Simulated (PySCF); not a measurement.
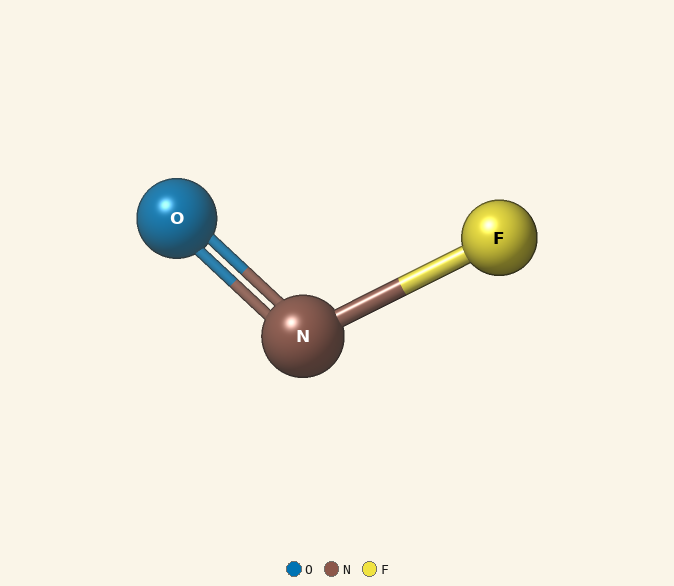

All atoms lie in one plane, which faces the viewer. Computed geometry: PBE0-D3(BJ)/def2-SVP optimisation. No frequency run is at hand to confirm it as a minimum.

> List the symmetry elements and name the point group.

It has 1 mirror plane, so the point group is Cs. The group has 2 operations. The geometry is achiral, and symmetry allows a dipole moment.
